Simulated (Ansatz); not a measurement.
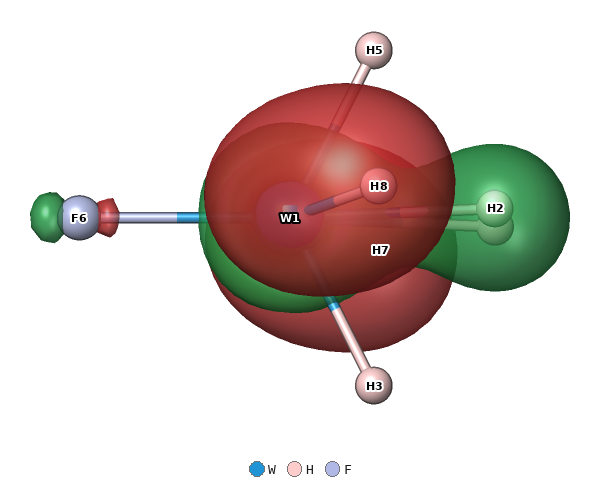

Figure. FH6W (doublet). The HOMO−1 (β) at ±0.15 Å⁻³ᐟ² (green and red are the two phases), seen from one side.

Core potentials replace the inner electrons of W.

Method: UKS PBE0/def2-SVP in Ansatz.

| atom | x (Å) | y (Å) | z (Å) |
| --- | --- | --- | --- |
| W | 0.0000 | -0.6151 | 0.2909 |
| H | 0.0000 | 1.1014 | 1.0427 |
| H | 1.5160 | 0.1231 | 0.4115 |
| H | 0.0000 | 1.2562 | 0.1943 |
| H | -1.5160 | 0.1231 | 0.4115 |
| F | 0.0000 | -2.4535 | -0.0402 |
| H | 0.0000 | 0.4383 | -1.0431 |
| H | 0.0000 | -0.1034 | 1.9125 |

**Describe this orbital and give its energy.**

Its weight (Hirshfeld) is mainly on W1 (about 45 %), H8 (about 20 %) and H7 (about 20 %). Its energy is −9.61 eV.
